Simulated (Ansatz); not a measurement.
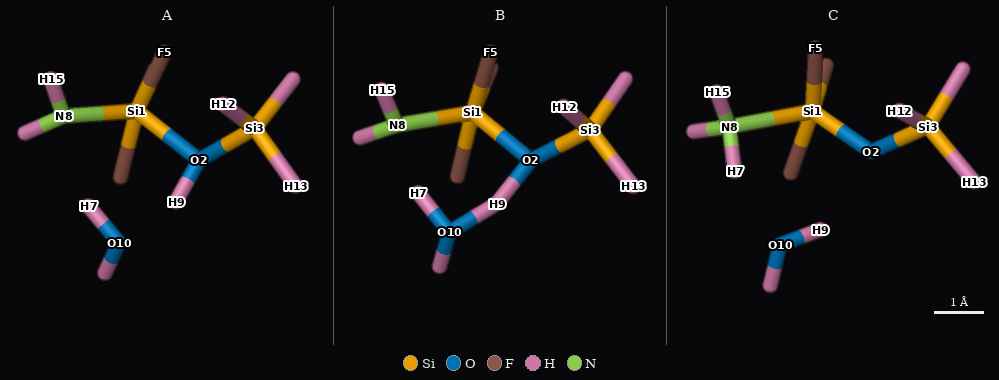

Three geometries of Si$_{2}$NH$_{8}$O$_{2}$F$_{3}$: a saddle point and the two minima that it joins, in shuffled order. Style: stick. Shown at a tilt. Sticks join atoms that are closer than about 1.2 times the sum of their covalent radii (a little more with hydrogen).

Stationary points at PBE0-D4/def2-TZVP, single-point energies with CCSD(T)/CBS, r2SCAN-D4, CCSD(T) (def2-TZVPP where no basis is named; Ansatz 0.2.0). The energies are electronic, without zero-point or thermal terms, and both ends are the minima reached downhill from the saddle, with any fragments still in contact. CCSD(T)/CBS stands for a frozen-core estimate: MP2 correlation extrapolated from def2-TZVPP and def2-QZVPP, CCSD(T) minus MP2 from the smaller set.

**Identify the saddle point and describe the reaction.**

Frame B is the saddle point. From C over the saddle to A, bonds form: H–O (2.02 → 1.22 → 1.02 Å), H–O (1.85 → 1.06 → 0.98 Å). Bonds break: H–N (1.04 → 1.60 → 2.07 Å), H–O (0.97 → 1.20 → 1.55 Å). The saddle has one imaginary mode, 612i cm⁻¹. With CCSD(T)/CBS the barrier is 22.5 kcal/mol from C and 4.7 kcal/mol from A, and A lies 17.8 kcal/mol above C.

```tsv
level	barrier from C (kcal/mol)	barrier from A (kcal/mol)	A less C (kcal/mol)
CCSD(T)/CBS	22.5	4.7	17.8
r2SCAN-D4	18.1	1.5	16.6
CCSD(T)	21.8	4.2	17.6
```

Against CCSD(T)/CBS, CCSD(T) comes closest on the barrier from C (−0.7 kcal/mol) and r2SCAN-D4 misses most (−4.5 kcal/mol).
